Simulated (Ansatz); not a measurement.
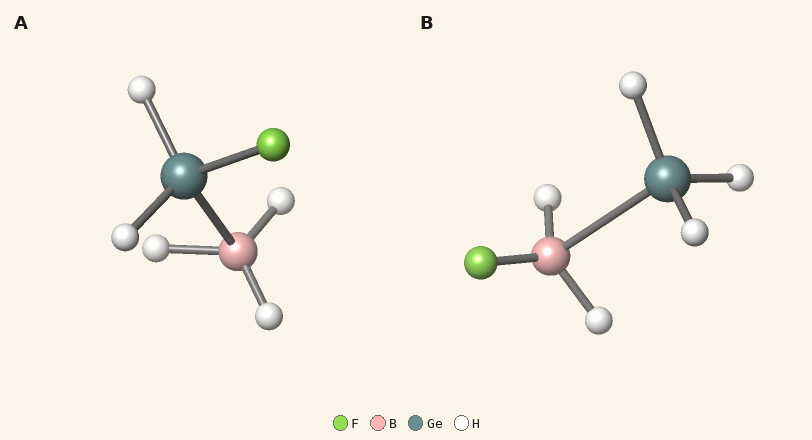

2 stationary structures of one formula. Charge 0, doublet. Geometries: PBE0-D4/def2-TZVP. Electronic energies: CCSD(T)/CBS (MP2 limit from def2-TZVPP and def2-QZVPP plus CCSD(T) − MP2) (Ansatz 0.2.0), without zero-point energy. Each is one conformer, not always the lowest.

Which structure is the most stable?

B is lowest (Cs, a minimum); A lies 12.3 kcal/mol above it (a minimum).
